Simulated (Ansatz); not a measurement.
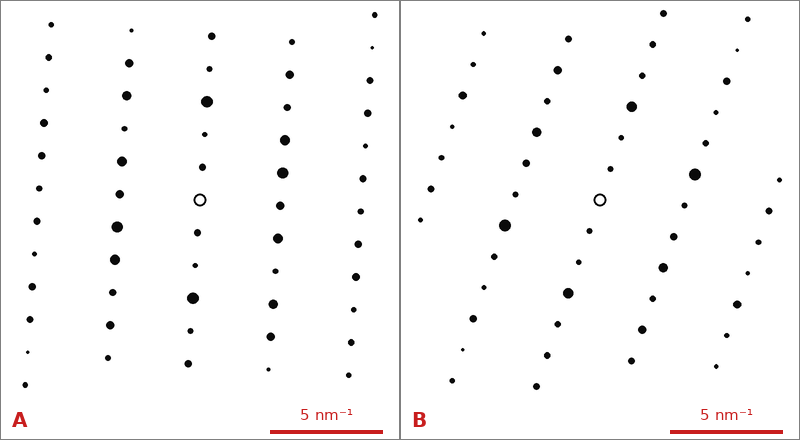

Kinematic electron diffraction patterns (300 kV, B = 0.5 Å², same scale, each along a low-index zone) of two structures of composition B3As2, each relaxed at zero pressure with DFT PBE, scalar-relativistic, plane waves, PAW (Ansatz).

The structures (standard cells):
1. R-3m (No. 166), a = 3.138 Å, c = 20.321 Å (hexagonal axes), 15 atoms; generated start, possibly hypothetical
2. P-3m1 (No. 164), a = 3.186 Å, c = 6.767 Å (hexagonal axes), 5 atoms; generated start, possibly hypothetical

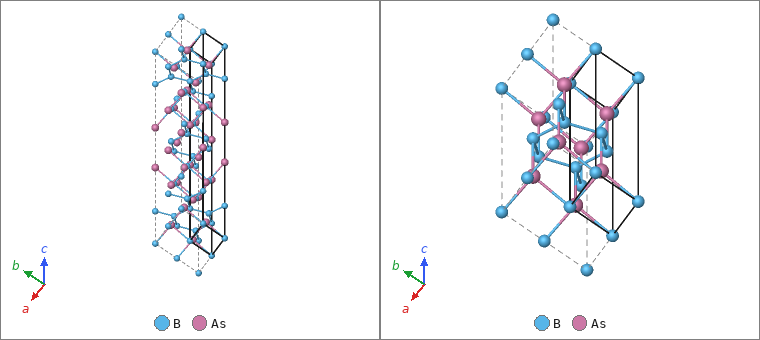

Drawings of the structures 1 to 2, from left to right (each may span several cells).

Q: Which pattern belongs to which structure, and along which zone?

A: A is structure 2 along [100] or an equivalent direction: rectangular net of 0 0 1 at d = 6.77 Å and 0 1 0 at d = 2.76 Å, 90.0° apart. B is structure 1 along [100] or an equivalent direction: oblique net of 0 0 3 at d = 6.77 Å and 0 -1 1 at d = 2.69 Å, 82.4° apart.

Q: Rank the structures by their computed energy.

A: Structure 2 (P-3m1, 11.90 Å³ an atom) is the lowest of these; structure 1 (R-3m, 11.55 Å³ an atom) lies about 150 meV an atom higher. These are static energies at 0 K; other structures, not shown, may lie lower still.
